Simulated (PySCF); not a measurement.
```
atom    x (Å)    y (Å)    z (Å)
  Si  -3.2615  -0.4779  -0.1299
   C  -1.3978  -0.2096  -0.0364
   C  -0.5975  -0.9093   0.8616
   C   0.7697  -0.7102   0.9096
   C   1.3970   0.1979   0.0619
  Si   3.2604   0.4835   0.1078
   C   0.5955   0.8985  -0.8370
   C  -0.7699   0.6997  -0.8849
   H  -3.5882  -1.1832  -1.3731
   H  -3.9341   0.8238  -0.1224
   H  -3.6906  -1.2736   1.0214
   H  -1.0549  -1.6208   1.5361
   H   1.3633  -1.2681   1.6216
   H   3.8242  -0.2145   1.2645
   H   3.5231   1.9214   0.2145
   H   3.8650  -0.0269  -1.1265
   H   1.0525   1.6141  -1.5078
   H  -1.3651   1.2614  -1.5927
```

Geometry: GFN2-xTB.

Level of theory: PBE0/pcSseg-1, SCF density, gas phase, non-relativistic (PySCF 2.14.0).

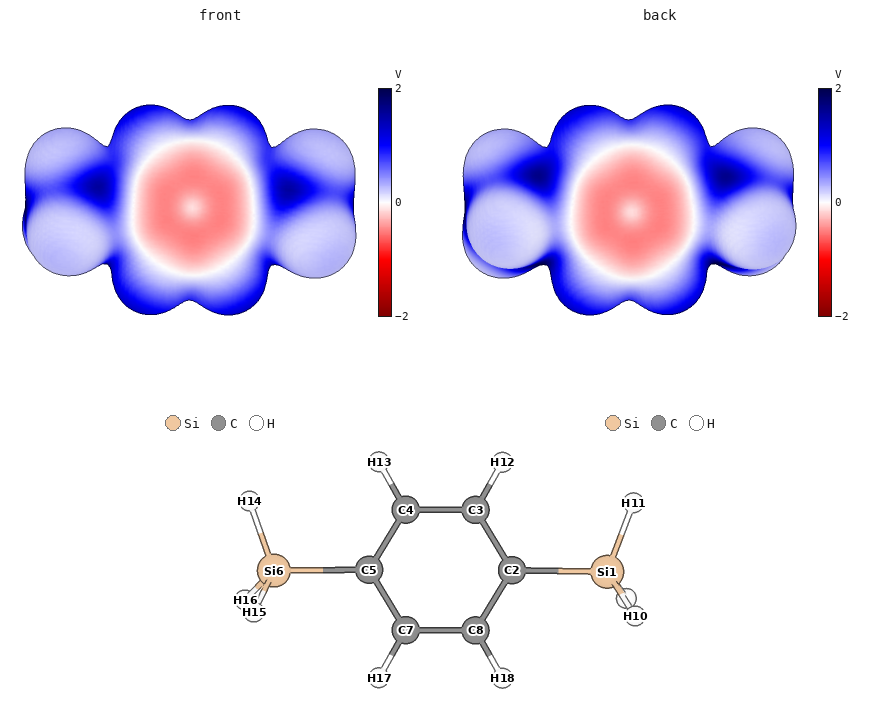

C6H10Si2. The molecular electrostatic potential painted on the density surface at 0.004 e/bohr³, seen from the front and from behind; the colour scale runs from red (negative) to blue (positive). The bare structure is drawn below in the same view.

Which sites attract a positive test charge, and which a negative one?

Answer. A positive charge is drawn to the negative regions and a negative charge to the positive ones. The most negative region (about −0.5 V) lies over the π face of the C atoms, the most positive (about +1.8 V) over Si1 and Si6.
